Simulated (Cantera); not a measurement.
Input: 1 mol SiH4, a varied amount of CO2, held at 527 °C and 320 Pa.

Equilibrium computed with Cantera from the NASA thermochemical tables; the gas is ideal and each condensed phase is pure. Candidate condensed phases: C, C6H6, C7H8, C8H18, H2O, Si, SiC, SiO2; 123 gas species. Equilibrium is a limit: real reactors are often held back by kinetics, nucleation or transport.

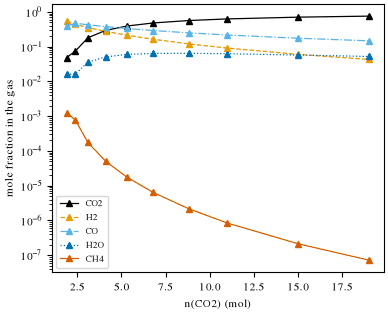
Equilibrium gas composition (values under 1e-9 drawn at 1e-9)

Task: Read off the mole fractions at 2.4 mol CO2.

Result: CO about 0.47, H2 about 0.44, CO2 about 0.075, H2O about 0.017, CH4 about 0.00076.
